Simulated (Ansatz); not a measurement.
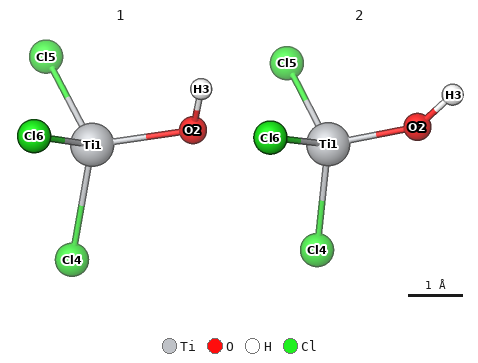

Two geometries of TiHOCl₃, drawn at one scale. One is the start of a relaxation, the other its converged end. The picture is a ball-and-stick view, seen from a free direction.

All numbers below come from Ansatz, RKS PBE0-D4/def2-SVP. Settings: no spin polarisation; force threshold 0.02 eV/Å; at most 40 steps.

**Which geometry has the lower energy?**

Structure 2 is the relaxed one. The run prepares the start of a later molecular dynamics calculation, from a guessed geometry. The atom that moves furthest after the best rigid fit is H3 (0.31 Å). By element the largest moves are H 0.31 Å, O 0.30 Å, Cl 0.23 Å, Ti 0.06 Å. Near-neighbour distances that change, for instance: Ti1–Cl4 2.370 → 2.175 Å, Ti1–O2 1.920 → 1.727 Å, O2–H3 1.010 → 0.963 Å. Bond angles that change, for instance: Ti1–O2–H3 109.5° → 147.5°. After 7 accepted moves (9 points after the start) the energy has fallen by 31.1 kcal/mol. The largest force component goes from 3.3 to 0.0064 eV/Å. The line search rejected the trial steps at points 5, 8 of the run.
